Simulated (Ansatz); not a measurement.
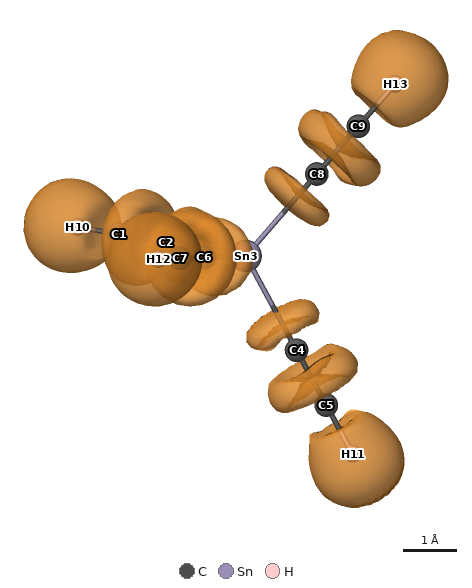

*C$_{8}$H$_{4}$Sn. Isosurface of the electron localisation function at 0.8 (orange), seen at an oblique angle. Only the valence region is drawn (cores and ρ < 0.01 e/Å³ removed).*

Geometry: PBE0-D4/def2-TZVP; core potentials replace the inner electrons of Sn.

Method: RKS PBE0-D4/def2-TZVPP (Ansatz 0.2.0).

```xyz
13

C     3.0801    0.2891   -1.0670
C     1.9462    0.1808   -0.6745
Sn    0.0025   -0.0030    0.0001
C    -1.1290   -0.9901   -1.4184
C    -1.7908   -1.5665   -2.2438
C    -0.7920    1.8751    0.3297
C    -1.2552    2.9703    0.5227
C    -0.0158   -1.0774    1.7642
C    -0.0285   -1.7035    2.7934
H     4.0835    0.3853   -1.4147
H    -2.3760   -2.0766   -2.9746
H    -1.6653    3.9397    0.6933
H    -0.0394   -2.2578    3.7042
```

Q: Identify the bonds, lone pairs and shells in this picture.

A: At this value the surface marks out four regions between bonded C–C atoms (shared pairs), four regions around hydrogen nuclei and four lobes of the valence shell of C pointing towards Sn (polar bonds). Profiles from the grid: C–C (1.20 Å): the ELF peaks at about 0.85 between the atoms: a short, multiple covalent bond. C–Sn (2.07 Å): the ELF peaks at about 0.90 in the valence shell of C, 0.7 Å from its nucleus, and drops to about 0.20 between the two atoms.
